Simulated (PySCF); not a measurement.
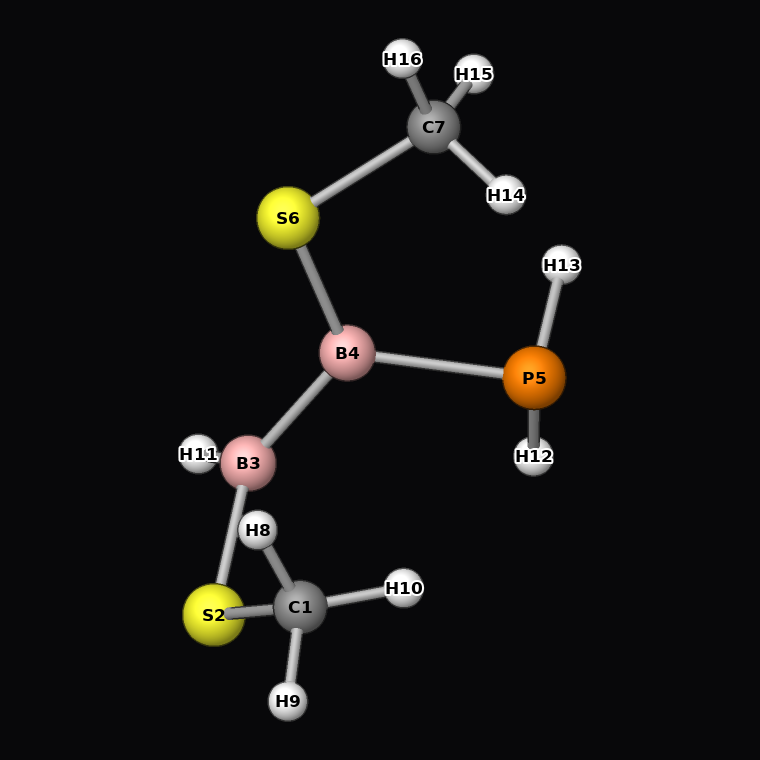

The questions are on isotropic NMR shieldings of the S atoms. The geometry was computed by an optimisation with GFN2-xTB. No frequency run is at hand to confirm it as a minimum. Properties computed with GIAO PBE0/pcSseg-1 NMR shielding, non-relativistic, gas phase (PySCF 2.14.0).

Give the isotropic NMR shieldings of the S atoms atom by atom.

```json
{"atom": "S2", "σ (ppm)": "388.1"}
{"atom": "S6", "σ (ppm)": "399.2"}
```

The geometry is semi-empirical. Around B, P such bond lengths and angles can be off by a tenth of an ångström or more and by several degrees, and values that hang on the shape move with them.
